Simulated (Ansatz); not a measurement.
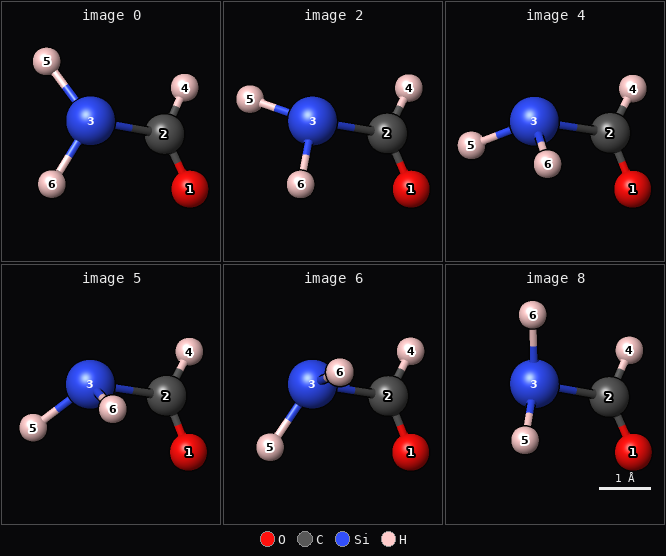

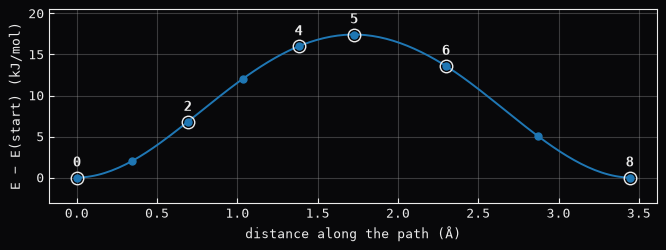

A search for the minimum-energy path of CH$_{3}$OSi (multiplicity 2) by the nudged elastic band. Images are numbered from 0 (start) to 8 (end). Style: ball-and-stick. Shown at a tilt.

All numbers below come from UKS PBE0-D4/def2-SVP in Ansatz. Set-up: 7 movable images; climbing image; force threshold 0.03 eV/Å; iteration limit 50; starting path through a guess of the saddle point.

Question: What happens along the path, and what is the barrier?

Answer: The barrier is about 17.4 kJ/mol in both directions, with image 5 at the top; the ends have the same energy. The motion is a rotation about the C2–Si3 bond by about 170°. No bond forms or breaks between the ends. Among the angles between lasting bonds that change up to the highest image: C2–Si3–H5 113.8° → 107.4°, C2–Si3–H6 113.3° → 107.4°. The band converged in 30 iterations, with a climbing image at the top. At the top, the vibrational analysis gives one imaginary mode (183i cm⁻¹), as a transition state must have.
